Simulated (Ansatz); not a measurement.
Start from Cs in the bcc (W type) structure (space group Im-3m, No. 229; a = 6.010 Å).

Structures relaxed with PBEsol in Ansatz (plane waves to 420 eV, PAW, no SOC), earlier PAW set.

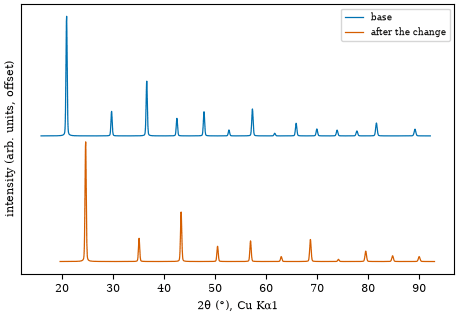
Simulated powder patterns before (top) and after one change

Problem. Name the change that was made.
A) pressure 4.5 GPa
B) pressure 22.5 GPa
C) pressure 0.9 GPa
D) pressure 2.1 GPa

Solution. D, pressure 2.1 GPa. Its volume per atom is 66.71 Å³ against 108.55 Å³, and its space group is Im-3m (No. 229).

Load acts through the strain it causes; cell and atoms are relaxed under it. Whether these cells are dynamically stable was not tested. All final runs are without spin polarisation. Measured, Cs leaves this structure (for fcc) near 2.4 GPa (temperature not stated; as listed in Olga Degtyareva, NATO science for peace and security series. B, Physics and biophysics (2010)).

Ansatz is a quantum-chemistry and plane-wave program.
